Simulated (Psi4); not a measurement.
# SF4 (sulfur tetrafluoride) at 4 levels

We compute a comparison of 4 runs (HF/STO-3G, HF/3-21G, B3LYP/6-31G*, wB97X-V/6-311+G**) of SF4 (sulfur tetrafluoride). 

Program for the calculation: Psi4 1.11.

3 further runs of the same task are left out: 2 that didn't finish, 1 set aside as unsound or not needed.

## Step 1: Starting point

SF4: 5 atoms, total charge 0, spin state singlet. As SMILES, `FS(F)(F)F`. One bond was lengthened or shortened from a relaxed shape.

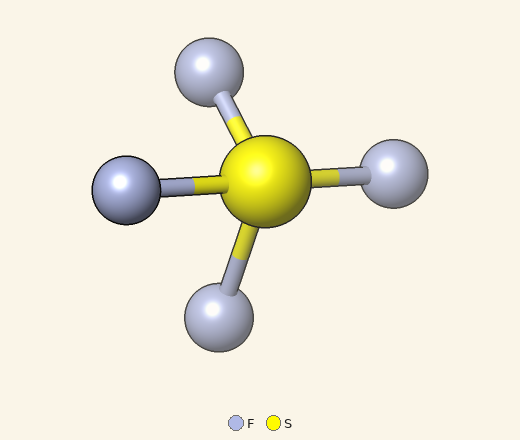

The structure, seen from a chosen angle (fluorine light blue, sulfur yellow).

## Step 2: Energy and forces at HF/STO-3G (run 1)

Input file f4s.xyz:

```xyz
5
F4S
F     -0.611700    -0.450345     1.220825
S      0.013500    -0.579745    -0.194975
F      1.486200    -0.684345     0.539425
F     -1.490600    -0.299645    -0.810175
F      0.400600     1.124600    -0.563100
```

Input file calc.py:

```python
import psi4

psi4.set_memory('1600 MB')
psi4.set_num_threads(1)
psi4.core.set_output_file('output.dat', False)

with open('f4s.xyz') as f:
    atoms = ''.join(f.readlines()[2:])
m = psi4.geometry('0 1\n' + atoms + 'symmetry c1\nno_reorient\nno_com')

psi4.set_options({
    'basis': 'STO-3G',
    'puream': True,
    'e_convergence': 1e-09,
    'd_convergence': 1e-08,
    'scf_type': 'pk',
})

E = psi4.gradient('scf')
print('gradient / Eh bohr^-1')
print(E.np.round(6))
for k, v in sorted(psi4.core.scalar_variables().items()):
    print(f'{k:45s} {v:18.10f}')
```

Run with:

```sh
$ python calc.py
```

output.dat:

```text
[...]
  Running in c1 symmetry.
[...]
  Nuclear repulsion =  288.410427232723691
[...]
  Multiplicity = 1
[...]
  Nalpha       = 26
  Nbeta        = 26
[...]
    Number of basis functions: 29
[...]
   @RHF iter   1:  -784.73699903369209   -1.37357e+00   1.72872e-02 ADIIS/DIIS
[...]
   @RHF iter  13:  -785.00140131990725    5.68434e-13   5.39615e-09 DIIS
[...]
    Orbital Energies [Eh]
    ---------------------
    Doubly Occupied:
       1A    -91.163370     2A    -25.995328     3A    -25.954070
       4A    -25.796659     5A    -25.796428     6A     -9.018943
       7A     -6.650875     8A     -6.649999     9A     -6.646616
      10A     -1.616208    11A     -1.498115    12A     -1.443517
      13A     -1.426743    14A     -0.913585    15A     -0.649149
      16A     -0.646476    17A     -0.641063    18A     -0.539191
      19A     -0.517762    20A     -0.502140    21A     -0.500429
      22A     -0.423864    23A     -0.420122    24A     -0.415711
      25A     -0.383189    26A     -0.258903
[...]
  @RHF Final Energy:  -785.00140131990725
   => Energetics <=
    Nuclear Repulsion Energy =            288.4104272327236913
    One-Electron Energy =               -1673.8867521449453761
    Two-Electron Energy =                 600.4749235923143260
    Total Energy =                       -785.0014013199072451
[...]
 Multipole Moments:
 ------------------------------------------------------------------------------------
     Multipole            Electronic (a.u.)      Nuclear  (a.u.)        Total (a.u.)
 ------------------------------------------------------------------------------------
 L = 1.  Multiply by 2.5417464519 to convert [e a0] to [Debye]
 Dipole X            :          3.2702722           -3.2569430            0.0133292
 Dipole Y            :         22.5609003          -22.7967773           -0.2358770
 Dipole Z            :         -0.7826384            0.6863013           -0.0963371
 Magnitude           :                                                    0.2551400
[...]
  -Total Gradient:
     Atom            X                  Y                   Z
    ------   -----------------  -----------------  -----------------
       1        0.038933566214     0.003318022300    -0.084939361447
       2       -0.058107363823    -0.015508043007     0.123833399266
       3       -0.024817409357    -0.029786921452    -0.027559247832
       4        0.029915360580    -0.036852603493    -0.002739397626
       5        0.014075846389     0.078829545641    -0.008595392363
[...]
```

On the terminal:

```text
gradient / Eh bohr^-1
[[ 0.038934  0.003318 -0.084939]
 [-0.058107 -0.015508  0.123833]
 [-0.024817 -0.029787 -0.027559]
 [ 0.029915 -0.036853 -0.002739]
 [ 0.014076  0.07883  -0.008595]]
CURRENT ENERGY                                   -785.0014013199
CURRENT REFERENCE ENERGY                         -785.0014013199
DD SOLVATION ENERGY                                 0.0000000000
HF KINETIC ENERGY                                 777.0656820646
HF POTENTIAL ENERGY                             -1562.0670833845
HF TOTAL ENERGY                                  -785.0014013199
HF VIRIAL RATIO                                     2.0102124176
NUCLEAR REPULSION ENERGY                          288.4104272327
ONE-ELECTRON ENERGY                             -1673.8867521449
PCM POLARIZATION ENERGY                             0.0000000000
PE ENERGY                                           0.0000000000
SCF ITERATION ENERGY                             -785.0014013199
SCF ITERATIONS                                     13.0000000000
SCF TOTAL ENERGY                                 -785.0014013199
TWO-ELECTRON ENERGY                               600.4749235923
```

Wall time 6 s (1 thread of AMD EPYC, shared host); peak memory 0.18 GiB.

## Step 3: The energy at HF/3-21G (run 2)

Input file f4s.dat:

```
memory 1600 MB

molecule {
  0 1
  F     -1.15594547    -0.85102871     2.30702490
  S      0.02551130    -1.09555927    -0.36844935
  F      2.80851097    -1.29322462     1.01936551
  F     -2.81682576    -0.56624698    -1.53100886
  F      0.75702429     2.12518600    -1.06410478
  units bohr
  symmetry c1
}

set basis 3-21G
set reference rhf
set puream true
set e_convergence 1e-09
set d_convergence 1e-08
set scf_type pk

result, w = energy('scf', return_wfn=True)
oeprop(w, 'QUADRUPOLE', 'MULLIKEN_CHARGES', 'WIBERG_LOWDIN_INDICES', title='SCF')
```

Run with:

```sh
$ psi4 -n 1 f4s.dat f4s.out
```

f4s.out:

```text
[...]
  Running in c1 symmetry.
[...]
  Nuclear repulsion =  288.410427351316457
[...]
  Multiplicity = 1
[...]
  Nalpha       = 26
  Nbeta        = 26
[...]
    Number of basis functions: 49
[...]
   @RHF iter   1:  -790.77476100780279   -4.99310e-01   1.18185e-02 DIIS/ADIIS
[...]
   @RHF iter  13:  -790.95067157935352   -9.32232e-12   9.37431e-09 DIIS
[...]
    Orbital Energies [Eh]
    ---------------------
    Doubly Occupied:
       1A    -91.697074     2A    -26.284866     3A    -26.226734
       4A    -26.163148     5A    -26.162313     6A     -9.264333
       7A     -6.935789     8A     -6.935509     9A     -6.932629
      10A     -1.762187    11A     -1.626091    12A     -1.605888
      13A     -1.577205    14A     -1.063212    15A     -0.822203
      16A     -0.811942    17A     -0.805444    18A     -0.733779
      19A     -0.697822    20A     -0.690749    21A     -0.678225
      22A     -0.637320    23A     -0.632489    24A     -0.625081
      25A     -0.601634    26A     -0.495123
[...]
  @RHF Final Energy:  -790.95067157935352
   => Energetics <=
    Nuclear Repulsion Energy =            288.4104273513164571
    One-Electron Energy =               -1673.7846256099483071
    Two-Electron Energy =                 594.4235266792783250
    Total Energy =                       -790.9506715793535250
[...]
 Multipole Moments:
 ------------------------------------------------------------------------------------
     Multipole            Electronic (a.u.)      Nuclear  (a.u.)        Total (a.u.)
 ------------------------------------------------------------------------------------
 L = 1.  Multiply by 2.5417464519 to convert [e a0] to [Debye]
 Dipole X            :         -0.0512389            0.0765382            0.0252993
 Dipole Y            :         -0.1410960           -0.5706271           -0.7117231
 Dipole Z            :          0.0730920           -0.3313934           -0.2583014
 Magnitude           :                                                    0.7575681
 L = 2.  Multiply by 1.3450342976 to convert [e a0^2] to [Debye ang]
 Quadrupole XX       :       -187.9311146          159.3903645          -28.5407501
 Quadrupole XY       :         -2.7649090            3.1240253            0.3591162
[...]
  Mulliken Charges: (a.u.)
   Center  Symbol    Alpha    Beta     Spin     Total
       1     F     4.71020  4.71020  0.00000 -0.42041
       2     S     7.07622  7.07622  0.00000  1.84755
       3     F     4.76309  4.76309  0.00000 -0.52618
       4     F     4.76310  4.76310  0.00000 -0.52619
       5     F     4.68738  4.68738  0.00000 -0.37477
   Total alpha = 26.00000, Total beta = 26.00000, Total charge =  0.00000
  Wiberg Bond Indices using Orthogonal Lowdin Orbitals:
[...]
```

Run time: 5.7 s. Hardware: 1 thread of AMD EPYC, shared host; peak memory 0.19 GiB.

## Step 4: The energy at B3LYP/6-31G(d) (spherical functions) (run 3)

Input file f4s.dat:

```
memory 1.6 GB

molecule {
  0 1
  F     -1.15594547    -0.85102871     2.30702490
  S      0.02551130    -1.09555927    -0.36844935
  F      2.80851097    -1.29322462     1.01936551
  F     -2.81682576    -0.56624698    -1.53100886
  F      0.75702429     2.12518600    -1.06410478
  units bohr
  symmetry c1
  no_reorient
  no_com
}

set puream true
set e_convergence 1e-09
set d_convergence 1e-08
set scf_type pk
set dft_radial_points 99
set dft_spherical_points 590

energy("b3lyp/6-31G*")
print_variables()
```

Run with:

```sh
$ psi4 f4s.dat f4s.out -n 1
```

f4s.out:

```text
[...]
  Running in c1 symmetry.
[...]
  Nuclear repulsion =  288.410427351316457
[...]
  Multiplicity = 1
[...]
  Nalpha       = 26
  Nbeta        = 26
[...]
    Number of basis functions: 74
[...]
   @RKS iter   1:  -797.25791110536193   -8.40993e-02   9.61702e-03 ADIIS/DIIS
[...]
   @RKS iter  13:  -797.43691409824442    1.70530e-12   2.72406e-09 DIIS
[...]
    Orbital Energies [Eh]
    ---------------------
    Doubly Occupied:
       1A    -89.184108     2A    -24.785930     3A    -24.721919
       4A    -24.709573     5A    -24.709527     6A     -8.214588
       7A     -6.179237     8A     -6.178804     9A     -6.172391
      10A     -1.331088    11A     -1.216874    12A     -1.210721
      13A     -1.171617    14A     -0.792077    15A     -0.606157
      16A     -0.601542    17A     -0.575757    18A     -0.510750
      19A     -0.483603    20A     -0.461738    21A     -0.448074
      22A     -0.424840    23A     -0.418433    24A     -0.414871
      25A     -0.396324    26A     -0.346733
[...]
  @RKS Final Energy:  -797.43691409824442
   => Energetics <=
    Nuclear Repulsion Energy =            288.4104273513164571
    One-Electron Energy =               -1680.1781177992397716
    Two-Electron Energy =                 648.8801276523295201
    DFT Exchange-Correlation Energy =     -54.5493513026506633
    Empirical Dispersion Energy =           0.0000000000000000
    VV10 Nonlocal Energy =                  0.0000000000000000
    Total Energy =                       -797.4369140982444151
[...]
 Multipole Moments:
 ------------------------------------------------------------------------------------
     Multipole            Electronic (a.u.)      Nuclear  (a.u.)        Total (a.u.)
 ------------------------------------------------------------------------------------
 L = 1.  Multiply by 2.5417464519 to convert [e a0] to [Debye]
 Dipole X            :          3.1961287           -3.2569429           -0.0608142
 Dipole Y            :         22.2294022          -22.7967771           -0.5673749
 Dipole Z            :         -0.7135561            0.6863013           -0.0272548
 Magnitude           :                                                    0.5712753
[...]
```

Run time: 39 s. Hardware: 1 thread of AMD EPYC, shared host; peak memory 0.77 GiB.

## Step 5: The energy at wB97X-V/6-311+G(d,p) (run 4)

Input file f4s.json:

```json
{
 "schema_name": "qcschema_input",
 "schema_version": 1,
 "molecule": {
  "schema_name": "qcschema_molecule",
  "schema_version": 2,
  "symbols": ["F", "S", "F", "F", "F"],
  "geometry": [-1.15594547, -0.85102871, 2.3070249, 0.0255113, -1.09555927, -0.36844935, 2.80851097, -1.29322462, 1.01936551, -2.81682576, -0.56624698, -1.53100886, 0.75702429, 2.125186, -1.06410478],
  "molecular_charge": 0,
  "molecular_multiplicity": 1,
  "fix_symmetry": "c1"
 },
 "driver": "energy",
 "model": {
  "method": "wb97x-v",
  "basis": "6-311+G**"
 },
 "keywords": {
  "reference": "rks",
  "puream": true,
  "e_convergence": 1e-09,
  "d_convergence": 1e-08,
  "scf_type": "pk",
  "dft_radial_points": 99,
  "dft_spherical_points": 590
 }
}
```

Run with:

```sh
$ psi4 --qcschema f4s.json -n 1 --memory 1600MB
```

stdout:

```text
[...]
  Running in c1 symmetry.
[...]
  Nuclear repulsion =  288.410427351316457
[...]
  Multiplicity = 1
[...]
  Nalpha       = 26
  Nbeta        = 26
[...]
    Number of basis functions: 118
[...]
   @RKS iter   1:  -797.17461871737430   -9.81792e-02   6.64136e-03 DIIS/ADIIS
[...]
   @RKS iter  13:  -797.38536813432222   -6.13909e-12   3.38726e-09 DIIS
[...]
    Orbital Energies [Eh]
    ---------------------
    Doubly Occupied:
       1A    -89.189093     2A    -24.873677     3A    -24.811832
       4A    -24.797507     5A    -24.797485     6A     -8.344720
       7A     -6.300796     8A     -6.300581     9A     -6.292774
      10A     -1.497720    11A     -1.380909    12A     -1.374548
      13A     -1.334766    14A     -0.949202    15A     -0.750824
      16A     -0.750167    17A     -0.724764    18A     -0.657031
      19A     -0.623107    20A     -0.611197    21A     -0.590134
      22A     -0.566128    23A     -0.563047    24A     -0.557489
      25A     -0.540090    26A     -0.477518
[...]
  @RKS Final Energy:  -797.38536813432222
   => Energetics <=
    Nuclear Repulsion Energy =            288.4104273513164571
    One-Electron Energy =               -1678.6371112873277980
    Two-Electron Energy =                 642.2804660447577589
    DFT Exchange-Correlation Energy =     -49.6537028210816800
    Empirical Dispersion Energy =           0.0000000000000000
    VV10 Nonlocal Energy =                  0.2145525780130460
    Total Energy =                       -797.3853681343222206
[...]
 Multipole Moments:
 ------------------------------------------------------------------------------------
     Multipole            Electronic (a.u.)      Nuclear  (a.u.)        Total (a.u.)
 ------------------------------------------------------------------------------------
 L = 1.  Multiply by 2.5417464519 to convert [e a0] to [Debye]
 Dipole X            :         -0.1338253            0.0765382           -0.0572871
 Dipole Y            :         -0.1261999           -0.5706271           -0.6968270
 Dipole Z            :          0.2595084           -0.3313934           -0.0718850
 Magnitude           :                                                    0.7028635
[...]
```

The result, in JSON:

```text
{
 "driver": "energy",
 "model": {
  "method": "wb97x-v",
  "basis": "6-311+G**"
 },
 "success": true,
 "return_result": -797.3853681343222,
 "properties": {
  "calcinfo_nbasis": 118,
  "calcinfo_nmo": 118,
  "calcinfo_nalpha": 26,
  "calcinfo_nbeta": 26,
  "calcinfo_natom": 5,
  "nuclear_repulsion_energy": 288.41042735131646,
  "return_energy": -797.3853681343222,
  "scf_one_electron_energy": -1678.6371112873278,
  "scf_two_electron_energy": 642.2804660447578,
  "scf_vv10_energy": 0.214552578013046,
  "scf_xc_energy": -49.65370282108168,
  "scf_dipole_moment": [-0.05728711290474775, -0.6968269950480901, -0.07188502119681212],
  "scf_total_energy": -797.3853681343222,
  "scf_iterations": 13
 }
}
```

Run time: 2.8 min. Hardware: 1 thread of AMD EPYC, shared host; peak memory 0.88 GiB.

## Step 6: The series

```tsv
run	level	task	integration grid	energy (Eh)	dipole moment (D)	HOMO energy (eV)	LUMO energy (eV)	wall time
1	HF/STO-3G	gradient	–	-785.001401	0.65	-7.05	6.23	6 s
2	HF/3-21G	energy	–	-790.950672	1.93	-13.47	0.77	5.7 s
3	B3LYP/6-31G* (spherical functions)	energy	99 radial × 590 angular	-797.436914	1.45	-9.44	-3.04	39 s
4	wB97X-V/6-311+G**	energy	99 radial × 590 angular	-797.385368	1.79	-12.99	-1.51	2.8 min
```

## Step 7: Outcome

```
            quantity          value
 run 4: total energy  -797.38537 Eh
run 4: dipole moment         1.79 D
  run 4: HOMO energy      -12.99 eV
  run 4: LUMO energy       -1.51 eV
run 4: HOMO–LUMO gap       11.48 eV
```

**Reading.** The dipole moment (its size) runs from 0.65 D (HF/STO-3G) to 1.93 D (HF/3-21G). The HOMO–LUMO gap runs from 6.39 eV (B3LYP/6-31G*) to 14.24 eV (HF/3-21G). The two ends differ in method and basis. Totals of different functionals can't be ranked against each other. In run 1 the basis is minimal, so the values are rough. All runs together took 3.6 min, the longest 2.8 min.
